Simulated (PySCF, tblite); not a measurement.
# C6H7 radical: geometry, infrared bands and EPR parameters

Wanted: the infrared bands and EPR parameters of C6H7 radical (`C=C=[C]C(=C)C`), by calculation.

The runs use tblite 0.8.0 and PySCF 2.14.0, with density-fitted response routines of our own; the level of theory stands in each step. All values are computed, except where a source is named. Atoms count from 0, in the outputs and in this text.

## Step 1: The molecule as given

13 atoms, charge 0, multiplicity 2; geometry from: force field or distance geometry start.

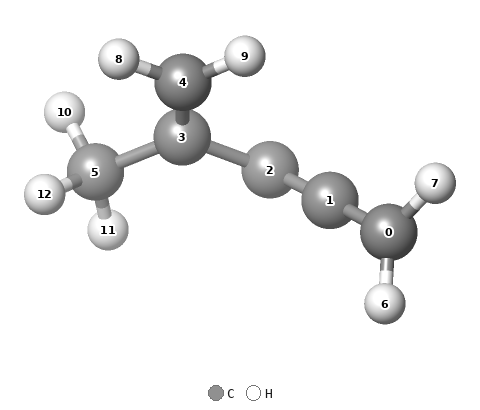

As it starts; carbon grey, hydrogen white, atoms numbered.

## Step 2: Optimising the geometry with GFN2-xTB

Job settings and geometry (Å):

```
{"job": {"kind": "relax", "xc": "GFN2-xTB", "basis": "xTB"}, "charge": 0, "multiplicity": 2}
C      2.763800     0.003000     0.169000
C      1.610400    -0.507300    -0.180900
C      0.447200    -1.025700    -0.509500
C     -0.709000    -0.111200    -0.253700
C     -0.673200     1.137100    -0.633200
C     -1.873200    -0.712200     0.476500
H      3.090400    -0.168000     1.168800
H      3.277600     0.581300    -0.577100
H     -1.516500     1.792200    -0.437300
H      0.156300     1.584800    -1.162600
H     -2.696600    -0.834800    -0.282100
H     -1.636200    -1.717100     0.920500
H     -2.245300    -0.021400     1.284000
```

Command:

```bash
OMP_NUM_THREADS=1 python probes_run.py task.json out
```

The driver reads the jobs from task.json and runs them one after another.

Standard output:

```text
step      E/eV     max force
  0    -441.22003    4.627
  1    -441.42073    5.932
  2    -441.64337    1.538
  3    -441.71481    1.138
  4    -441.77308    0.921
  5    -441.82026    0.465
  6    -441.85046    0.527
  7    -441.87999    0.543
  8    -441.89913    0.618
  9    -441.92325    0.568
 10    -441.95590    0.577
 11    -441.99585    0.737
 12    -442.04320    0.794
 13    -442.09950    0.743
 14    -442.15274    0.569
 15    -442.20542    0.777
 16    -442.27028    0.737
 17    -442.32378    0.551
 18    -442.35997    0.476
 19    -442.39639    0.553
 20    -442.42059    0.709
 21    -442.45189    0.624
 22    -442.47425    0.470
 23    -442.50231    0.391
 24    -442.52326    0.439
 25    -442.54710    0.336
 26    -442.55444    0.199
 27    -442.55907    0.225
 28    -442.56466    0.224
 29    -442.56784    0.167
 30    -442.56941    0.216
 31    -442.57165    0.168
 32    -442.57535    0.301
 33    -442.57868    0.372
 34    -442.58273    0.266
 35    -442.58622    0.148
 36    -442.58989    0.156
 37    -442.59359    0.210
 38    -442.59701    0.189
 39    -442.59966    0.126
 40    -442.60175    0.124
 41    -442.60369    0.118
 42    -442.60572    0.114
 43    -442.60766    0.138
 44    -442.60945    0.140
 45    -442.61125    0.127
 46    -442.61332    0.125
 47    -442.61572    0.152
 48    -442.61823    0.132
 49    -442.62040    0.109
 50    -442.62218    0.111
 51    -442.62350    0.112
 52    -442.62442    0.074
 53    -442.62494    0.047
 54    -442.62520    0.034
 55    -442.62537    0.035
 56    -442.62555    0.034
 57    -442.62576    0.044
 58    -442.62608    0.065
 59    -442.62648    0.074
 60    -442.62685    0.063
 61    -442.62711    0.039
 62    -442.62729    0.033
 63    -442.62744    0.036
 64    -442.62756    0.025
 65    -442.62764    0.020
 66    -442.62769    0.017
 67    -442.62774    0.020
 68    -442.62779    0.022
 69    -442.62785    0.029
 70    -442.62793    0.029
 71    -442.62803    0.030
 72    -442.62817    0.038
 73    -442.62834    0.042
 74    -442.62849    0.043
 75    -442.62860    0.047
 76    -442.62868    0.042
 77    -442.62878    0.035
 78    -442.62889    0.029
 79    -442.62901    0.028
 80    -442.62912    0.029
 81    -442.62919    0.027
 82    -442.62927    0.027
 83    -442.62935    0.019
 84    -442.62941    0.016
 85    -442.62945    0.015
 86    -442.62948    0.017
 87    -442.62952    0.018
 88    -442.62959    0.020
 89    -442.62971    0.030
 90    -442.62986    0.035
 91    -442.63003    0.033
 92    -442.63025    0.042
 93    -442.63062    0.061
 94    -442.63122    0.076
 95    -442.63198    0.091
 96    -442.62388    0.453
 97    -442.63281    0.056
 98    -442.63304    0.052
 99    -442.63344    0.044
100    -442.63371    0.062
101    -442.63454    0.145
102    -442.63554    0.091
103    -442.63687    0.083
104    -442.63776    0.074
105    -442.63763    0.247
106    -442.64032    0.105
107    -442.64171    0.073
108    -442.63958    0.289
109    -442.64268    0.048
110    -442.64295    0.031
111    -442.64316    0.046
112    -442.64324    0.039
113    -442.64333    0.026
114    -442.64344    0.025
115    -442.64352    0.022
116    -442.64360    0.030
117    -442.64368    0.045
118    -442.64381    0.049
119    -442.64397    0.037
120    -442.64418    0.032
121    -442.64440    0.058
122    -442.64436    0.081
123    -442.64454    0.051
124    -442.64464    0.013
125    -442.64466    0.012
126    -442.64467    0.007
```

Run time: 0.55 s. Hardware: 1 thread of Arm Neoverse V1, shared host.

Relaxation path: (not every step is listed) (the energy doesn't fall at every step)

```csv
step,energy from step 0 (eV),largest force (eV/Å)
0,0.0000,4.6266
1,-0.2007,5.9316
2,-0.4233,1.5378
3,-0.4948,1.1382
4,-0.5530,0.9205
5,-0.6002,0.4648
6,-0.6304,0.5274
7,-0.6600,0.5433
8,-0.6791,0.6184
19,-1.1764,0.5528
30,-1.3494,0.2159
41,-1.3837,0.1177
52,-1.4044,0.0736
63,-1.4074,0.0357
74,-1.4085,0.0426
85,-1.4094,0.0149
96,-1.4038,0.4525
107,-1.4217,0.0726
118,-1.4238,0.0489
121,-1.4244,0.0578
122,-1.4243,0.0810
123,-1.4245,0.0509
124,-1.4246,0.0126
125,-1.4246,0.0117
126,-1.4246,0.0066
```

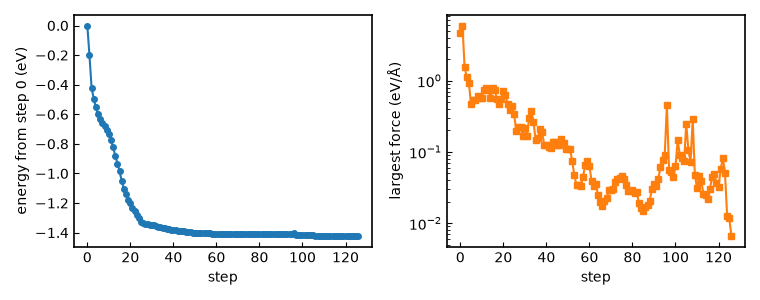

Energy and largest force along the relaxation.

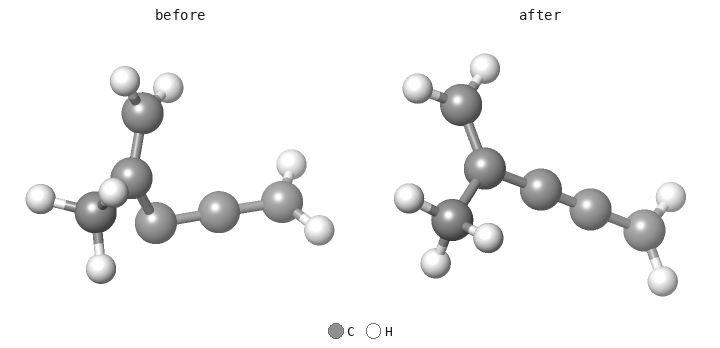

The geometry before (left) and after (right).

Close pairs (by a distance rule), those that changed most:

```csv
bond,before (Å),after (Å),change (Å)
C2–C3,1.496,1.387,-0.109
C1–C2,1.315,1.233,-0.082
C3–C4,1.305,1.350,+0.044
C5–H10,1.126,1.087,-0.039
C5–H12,1.126,1.089,-0.036
C5–H11,1.124,1.089,-0.035
C0–C1,1.309,1.336,+0.028
C0–H6,1.066,1.076,+0.011
```

The end geometry stands in the next job.

## Step 3: Vibrational analysis with GFN2-xTB

Job settings and geometry (Å):

```
{"job": {"kind": "ir", "xc": "GFN2-xTB", "basis": "xTB"}, "charge": 0, "multiplicity": 2}
C      3.062646    -0.337597     0.368611
C      1.756516    -0.138003     0.167710
C      0.553475     0.054672    -0.024458
C     -0.805919     0.247609    -0.222956
C     -1.262583     1.239104    -1.016701
C     -1.732699    -0.700021     0.487926
H      3.410058    -1.132702     1.005347
H      3.798672     0.291551    -0.101144
H     -2.316396     1.390860    -1.172393
H     -0.588678     1.910580    -1.519468
H     -2.769340    -0.460832     0.264901
H     -1.530894    -1.725278     0.180048
H     -1.579245    -0.639455     1.564849
```

Standard output:

```text
mode    cm-1     km/mol
  1      87.7      0.13
  2     108.0      0.58
  3     146.4      1.60
  4     261.5      0.63
  5     265.3      0.09
  6     362.9      0.07
  7     374.4      0.50
  8     480.7      0.06
  9     488.0      1.21
 10     631.9      0.94
 11     715.1     33.50
 12     731.6      0.33
 13     827.8     30.95
 14     943.4      0.54
 15     963.0      3.04
 16    1008.8      3.92
 17    1033.9      4.88
 18    1172.8     19.79
 19    1355.5      3.25
 20    1381.5      1.09
 21    1402.2      7.56
 22    1474.4      4.61
 23    1481.8      4.65
 24    1486.8      4.27
 25    1572.3      6.18
 26    2136.7      7.90
 27    3010.5     26.61
 28    3022.6     18.36
 29    3045.3     25.36
 30    3093.6      9.66
 31    3110.5     10.25
 32    3113.9     22.88
 33    3142.1     37.91
```

Wall time 0.26 s (1 thread of Arm Neoverse V1, shared host).

Which atoms move in the most intense modes:

```csv
cm⁻¹,km/mol,atoms
715,33.5,"H7 38 %, H6 38 %, C0 22 %"
828,30.9,"H9 38 %, H8 36 %, C4 24 %"
1173,19.8,"C3 29 %, C0 12 %, H10 10 %"
3010,26.6,"H12 51 %, H11 41 %"
3023,18.4,"H11 53 %, H12 43 %"
3045,25.4,H10 93 %
3114,22.9,"H7 46 %, H6 44 %, C0 10 %"
3142,37.9,"H9 51 %, H8 39 %"
```

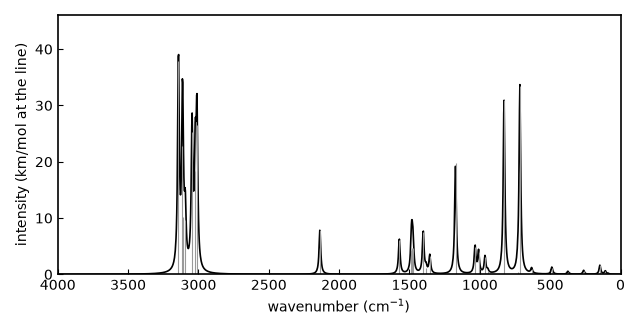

The infrared spectrum from these modes, unscaled. Lines are broadened to a width of 14 cm⁻¹ (Lorentzian).

## Step 4: g tensor and hyperfine couplings: B3LYP/pcH-1

Same as in step 3 but for these lines:

```diff
@@ -1,2 +1,2 @@
-{"job": {"kind": "ir", "xc": "GFN2-xTB", "basis": "xTB"}, "charge": 0, "multiplicity": 2}
+{"job": {"kind": "epr", "basis": "pcH-1"}, "charge": 0, "multiplicity": 2}
 C      3.062646    -0.337597     0.368611
```

With the program's defaults for keys left out, this is: UKS B3LYP, pcH-1 on C H, non-relativistic, mean-field spin-orbit, GIAO.

Standard output:

```text
UKS, coarse grid
  cycle   1  E = -232.71217561  |g| = 2.80e-01
  cycle   2  E = -232.71712906  |g| = 2.73e-01
  cycle   3  E = -232.75669062  |g| = 3.21e-02
  cycle   4  E = -232.75715015  |g| = 2.55e-02
  cycle   5  E = -232.75755501  |g| = 7.93e-03
  cycle   6  E = -232.75761318  |g| = 6.89e-03
  cycle   7  E = -232.75765605  |g| = 3.35e-03
  cycle   8  E = -232.75766499  |g| = 1.41e-03
  cycle   9  E = -232.75766664  |g| = 5.47e-04
UKS, final grid
  cycle   1  E = -232.75765183  |g| = 8.47e-04
  cycle   2  E = -232.75765096  |g| = 1.59e-03
  cycle   3  E = -232.75765231  |g| = 1.51e-04
  cycle   4  E = -232.75765233  |g| = 1.17e-04
  cycle   5  E = -232.75765236  |g| = 6.03e-05
  cycle   6  E = -232.75765236  |g| = 1.10e-05
E = -232.75765236 Eh   <S^2> = 0.7878 (exact 0.7500)
g shifts (ppm)      1          2          3
  rmc          -140       -140       -140
  gc             -0         29         37
  oz_so           5        657        908
  total        -135        545        805
hyperfine (MHz)  atom isotope    a_iso     a_fc   dipolar eigenvalues
    0   13C      52.16      52.16    -49.39    -48.29     97.67
    1   13C     -57.29     -57.29    -21.73     -0.18     21.91
    2   13C      45.04      45.04    -41.83    -29.91     71.74
    3   13C     -35.92     -35.92    -23.66     10.22     13.45
    4   13C      34.96      34.96    -30.81    -29.23     60.03
    5   13C       6.22       6.22     -0.82     -0.14      0.96
    6    1H     -43.91     -43.91    -22.88     -0.55     23.44
    7    1H     -44.00     -44.00    -22.66     -0.59     23.25
    8    1H     -24.70     -24.70    -15.07     -0.32     15.38
    9    1H     -24.04     -24.04    -11.81     -1.48     13.29
   10    1H      -0.97      -0.97     -1.36     -0.74      2.09
   11    1H     -13.63     -13.63     -1.57     -0.82      2.39
   12    1H     -13.63     -13.63     -1.56     -0.82      2.39
```

It took 38 s on 1 thread of Arm Neoverse V1, shared host; peak memory 0.76 GiB.

Principal g values 2.00218, 2.00286, 2.00312; g(iso) = 2.00272, against 2.00232 for a free electron.

Hyperfine couplings; where a row names several nuclei, a(iso) is their mean (it holds for fast rotation or exchange) and the dipolar term the largest among them:

```csv
nuclei,isotope,a(iso) (MHz),"a(iso) (G, at g = 2.0023)",largest dipolar term (MHz)
C1,13C,-57.3,-20.4,21.9
C0,13C,52.2,18.6,97.7
C2,13C,45.0,16.1,71.7
"H6, H7",1H,-44.0,-15.7,23.4
C3,13C,-35.9,-12.8,-23.7
C4,13C,35.0,12.5,60.0
H8,1H,-24.7,-8.8,15.4
H9,1H,-24.0,-8.6,13.3
"H10, H11, H12",1H,-9.4,-3.4,2.4
C5,13C,6.2,2.2,1.0
```

Mulliken spin populations:

C0 0.65; C1 -0.24; C2 0.47; C3 -0.19; C4 0.41; C5 0.01; H6 -0.03; H7 -0.03; H8 -0.02; H9 -0.02; H10 0.00; H11 -0.01; H12 -0.01

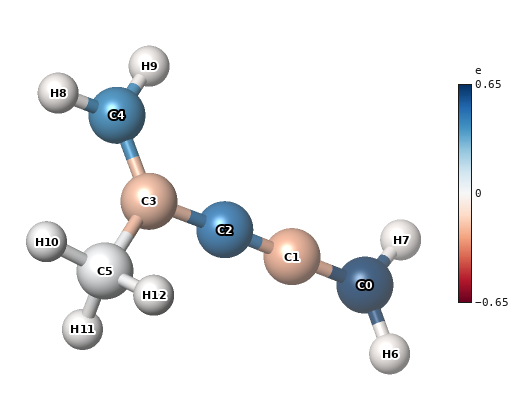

Mulliken spin populations, as colours on the atoms.

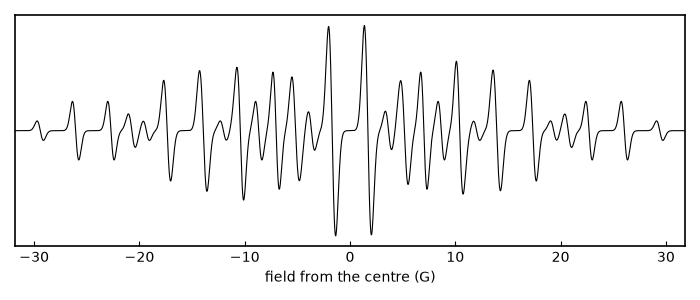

First-order isotropic spectrum (first derivative, main isotopes with spin only, couplings over 0.8 MHz, Gaussian width 0.3 G; couplings of the frozen geometry, rotation of groups not averaged beyond the rows shown).

The fields below are evaluated on a grid from the run's orbitals.

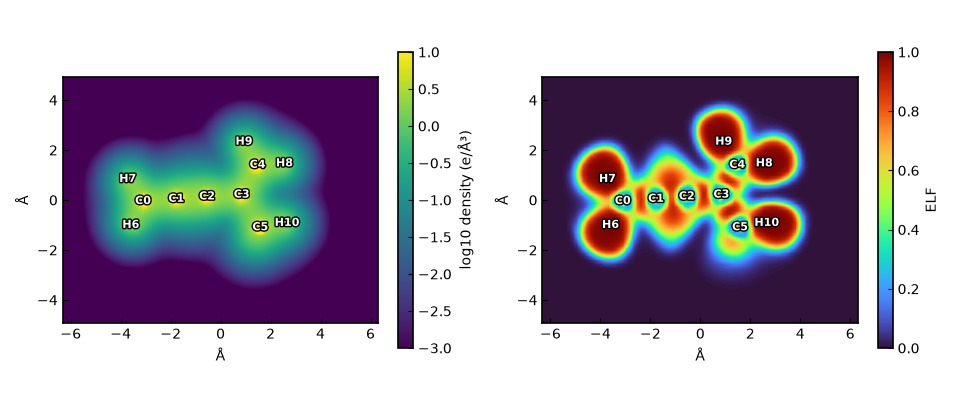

Density (left) and ELF (right) in a plane through or near 11 of the atoms.

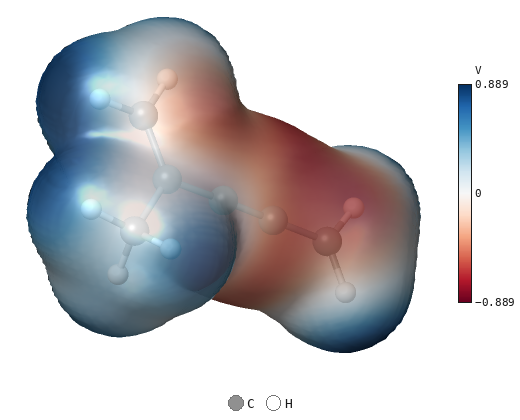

Electrostatic potential on the surface of density 0.002 e/bohr³; red is low, blue high. It runs from -0.65 V near C1 to 0.89 V near H8.

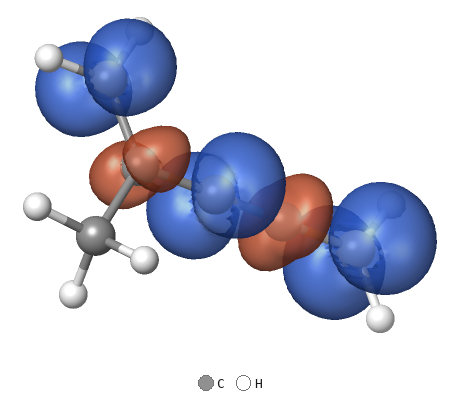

Spin density at ±0.03 e/Å³ (alpha excess blue, beta excess red).

## Step 5: Results

| quantity | value |
| --- | --- |
| strongest single infrared mode (GFN2-xTB) | 3142 cm⁻¹, 38 km/mol |
| zero-point energy (GFN2-xTB) | 63.5 kcal/mol |
| g(iso) (B3LYP) | 2.00272 |
| ⟨S²⟩ | 0.788 (exact 0.75) |
| largest a(iso) (averaged by class) | 13C on C1, -57.3 MHz |
| potential on the surface of density 0.002 e/bohr³, 1st and 99th percentile | -0.65 V and 0.89 V |

What this shows: Over 126 steps the energy fell by 1.425 eV; of the close pairs, C2–C3 changed most, 1.496 to 1.387 Å. No mode is imaginary among the 33: a minimum at this level. The strongest single mode, at 3142 cm⁻¹, moves mainly H9 and H8. GFN2-xTB is a fitted tight-binding method: band positions and strengths are rough. Its intensities can rank the bands wrongly. The largest spin populations lie on C0 (0.65 e), C2 (0.47 e). The isotropic g lies 0.4 ppt above the free-electron value. These values are for one conformer; the search (at its own cheap level) found 2 more, at 0.01, 5.01 kcal/mol (those within 0.05 may be mirror or relabelled copies), and measured spectra average over such forms.
